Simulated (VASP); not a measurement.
Band structure of Li2S (antifluorite). Level of theory: optB86b-vdW, VASP's PBE PAW potentials (set 64) (plane waves; VASP).

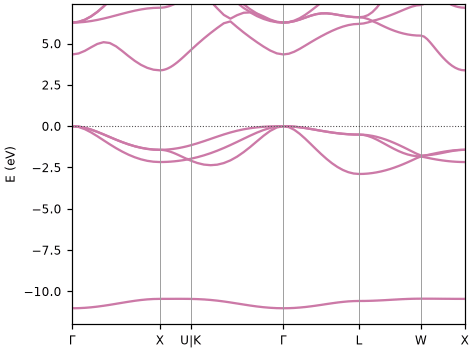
Figure: Bands along high-symmetry lines, zero at the valence-band maximum or, without a gap, the Fermi level

Read the plot: is there a gap, and where are the band edges?

The gap is indirect, 3.38 eV, from the valence maximum at Γ to the conduction minimum at X. (Edges off the drawn lines would not show.)

The compound is Li2S in the antifluorite structure. It was relaxed first.
